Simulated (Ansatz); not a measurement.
**CH2BFN2: density, localisation and related maps**

```xyz
7

F     0.9394   -1.8156   -0.8823
B     0.2345   -0.9155   -0.2545
N    -0.1027   -0.6961    1.1670
C    -0.3212    0.4864    0.6970
N    -0.3242    0.3762   -0.7131
H    -0.4715    1.4206    1.2426
H     0.1068    1.0761   -1.3022
```

Geometry: PBE0-D4/def2-TZVP.

These are results of RKS PBE0-D4/def2-TZVPP (Ansatz 0.2.0), not measurements.

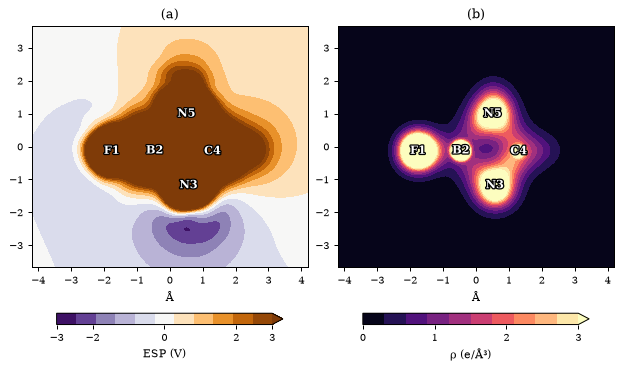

Figure 1. (a) electrostatic potential; (b) total electron density on the plane of atoms N3, B2 and N5.

Read the bonding off the picture.

Answer. The plane passes through F, B, N and C nuclei.
C–N (1.29 Å): ρ is about 2.8 e/Å³ halfway.
B–F (1.30 Å): the density is about 2.3 e/Å³ at the midpoint.
B–N (1.48 Å): the density is about 1.7 e/Å³ at the midpoint.
C–B (1.78 Å): ρ is about 0.86 e/Å³ halfway.
C–N (1.41 Å): ρ is about 2.1 e/Å³ halfway.
Outside the dense part of the molecule the potential is most negative (−2.5 V) near N3.

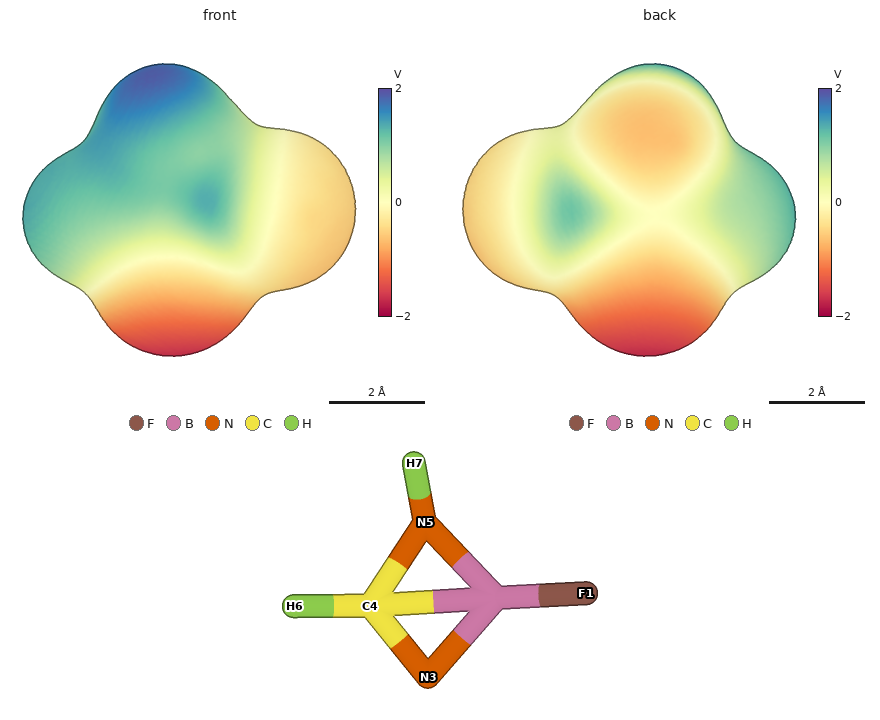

Figure 2. The electrostatic potential painted on the density surface at 0.001 e/bohr³, seen from the front and from behind; red is negative and blue positive. The bare structure is drawn below in the same view.

Which sites attract a positive test charge, and which a negative one?

Answer. A positive charge is drawn to the negative regions and a negative charge to the positive ones. The most negative region (about −1.7 V, or −39 kcal/mol for a unit charge) lies over N3, the most positive (about +1.8 V, or +42 kcal/mol for a unit charge) over H7. N3 is the likeliest acceptor of a hydrogen bond.

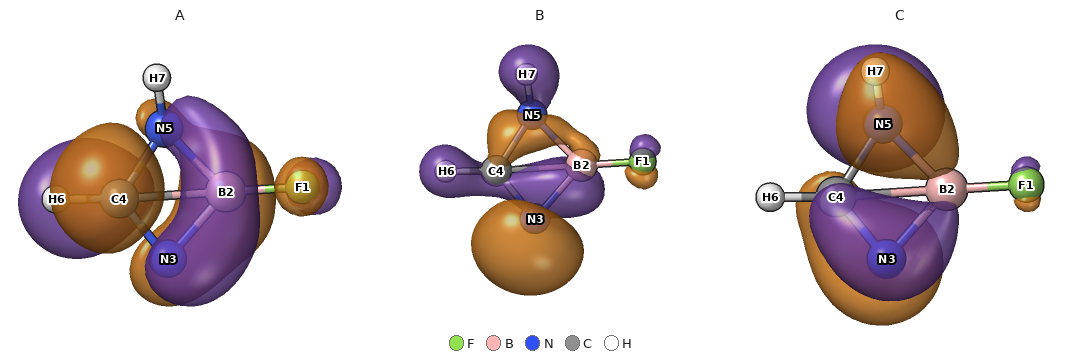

Figure 3. Three frontier orbitals at ±0.1 Å⁻³ᐟ² (orange and purple are the two phases), in no order.

Order the three orbitals by energy and name them.

Answer. B is the HOMO−1 (−8.33 eV). It lies mainly on N3 (about 65 %), C4 (about 10 %), B2 (about 10 %) and N5 (about 10 %); largely a lone pair of N3. C is the HOMO (−7.67 eV). Its weight (Hirshfeld) is mainly on N5 (about 45 %), N3 (about 35 %), C4 (about 10 %) and B2 (about 5 %); largely a combination of lone pairs on N5 and N3. A is the LUMO (−1.24 eV). It lies mainly on C4 (about 40 %), B2 (about 25 %), N3 (about 20 %), N5 (about 5 %) and H6 (about 5 %).

What is the HOMO–LUMO gap?

Answer. 6.43 eV between the orbital energies.
